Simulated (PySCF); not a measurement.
**C6H10B2Cl2: density, localisation and related maps**

```xyz
20

B     0.2149    1.5458    0.1734
C     0.6891   -0.2465    0.2104
C     2.1231   -0.3583   -0.1970
Cl    2.4220   -2.0277   -0.8045
Cl    3.2229   -0.0565    1.1625
B     0.0348   -1.0706    1.3414
C    -1.5135   -1.0812    1.0370
C    -1.6653   -0.4507   -0.3591
C    -0.3337    0.1291   -0.7155
C    -0.1519    1.2871   -1.5020
H     1.2500    2.0844    0.2331
H    -0.6350    1.8802    0.9087
H     2.4221    0.3076   -1.0070
H     0.5675   -1.5682    2.2505
H    -1.9753   -2.0678    1.0830
H    -2.0447   -0.4768    1.7752
H    -2.4605    0.2936   -0.4123
H    -1.8867   -1.2202   -1.1044
H     0.7444    1.4166   -2.0881
H    -1.0295    1.6909   -1.9886
```

Geometry: GFN2-xTB.

The calculation used PBE0/pcSseg-1, SCF density, gas phase, non-relativistic (PySCF).

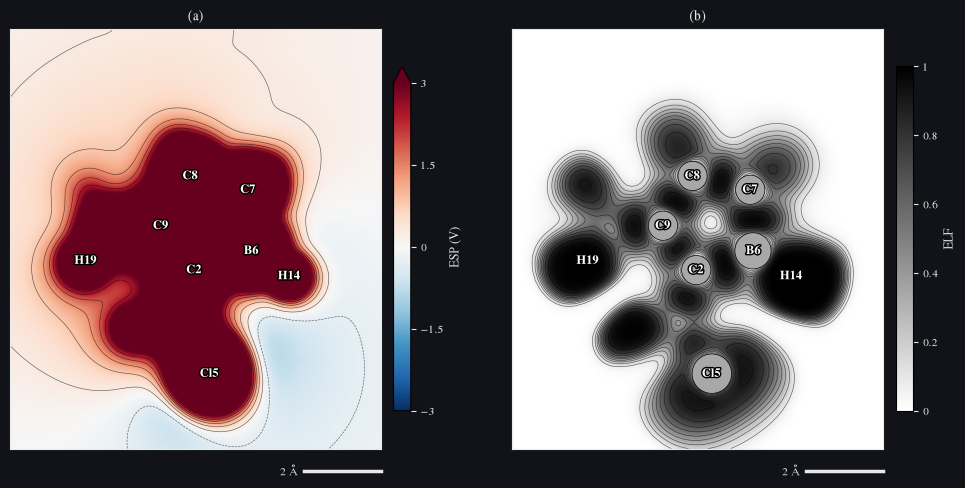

Figure 1. (a) electrostatic potential; (b) electron localisation function on the plane of atoms B6, C2 and C9. Grey discs cover the atomic cores in the ELF map.

### Interpret the plot.

The plane passes through C, Cl, B and H nuclei.
C–C (1.43 Å): the ELF peaks at about 0.90 between the atoms, as expected for a covalent bond.
C–B (1.54 Å): the ELF peaks at about 0.95 between the atoms (a covalent bond).
C–C (1.50 Å): the ELF peaks at about 0.95 between the atoms (localised, covalent bonding).
C–C (1.54 Å): the ELF peaks at about 0.95 between the atoms: localised, covalent bonding.
The ELF also peaks beside Cl5, away from the bonds: lone-pair regions.
Outside the dense part of the molecule the potential is most negative (−0.8 V) near Cl5.

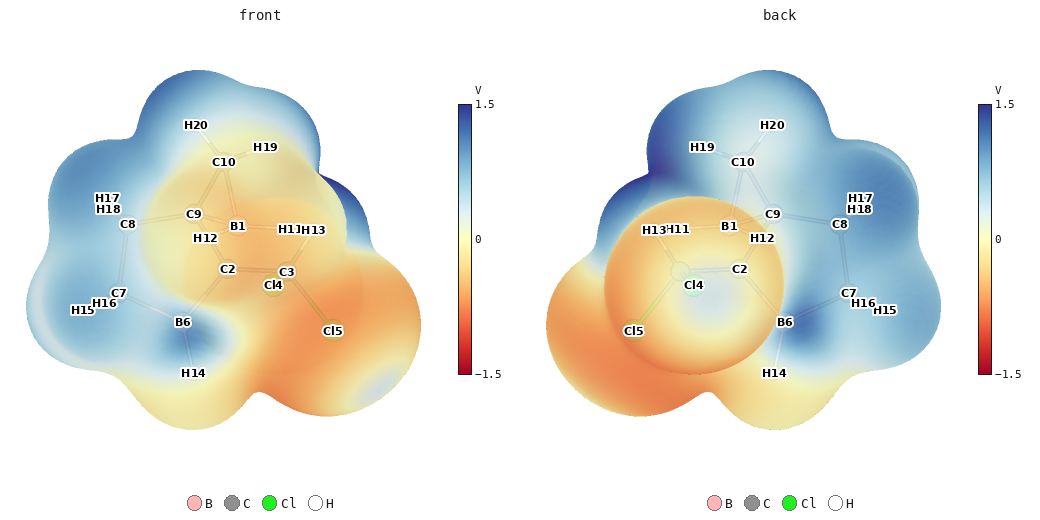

Figure 2. The molecular electrostatic potential painted on the density surface at 0.002 e/bohr³, seen from the front and from behind; the colour scale runs from red (negative) to blue (positive).

### Where is the surface potential most negative and most positive?

The most negative region (about −0.8 V) lies over Cl4 and Cl5, the most positive (about +1.5 V) over H13 and H19. Cl4 shows a σ-hole: about +0.3 V at the tip opposite its bond, against about −0.5 V on its flanks. Cl5 shows a σ-hole: about +0.3 V at the tip opposite its bond, against about −0.6 V on its flanks.
